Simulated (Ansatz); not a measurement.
The reference is CsPbBr$_{3}$ in the cubic perovskite structure (space group Pm-3m, No. 221; a = 5.872 Å). Axes: x, y, z lie along the cube axes.

Now apply this change: a pure shear with ε_xy = ε_yx = 0.0033; the atoms relax in the strained cell.

Level of theory: PBEsol, PAW, 420 eV (Ansatz, a program for electronic structure; scalar-relativistic without spin-orbit coupling).

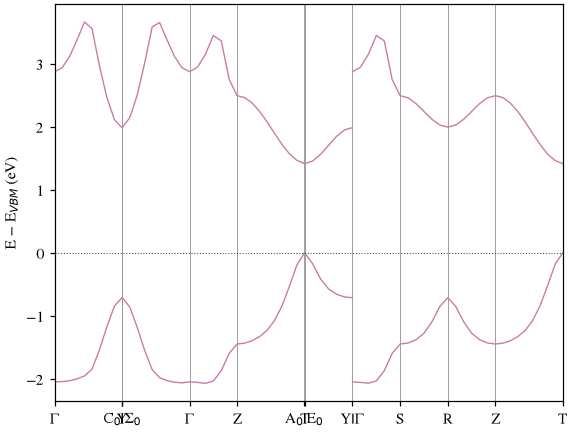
Highest valence and lowest conduction band along the path of the changed cell's own zone

The gap is 1.42 eV, direct at T; the base has 1.43 eV.

Spin-orbit coupling, missing from the scalar runs, can matter with Pb. Whether these cells are dynamically stable was not tested. Many cubic perovskites are stable only at high temperature; tilts and polar distortions were not tested. This is not the structure that CsPbBr3 has at room temperature and ambient pressure. k-point labels follow each cell's own Brillouin zone.
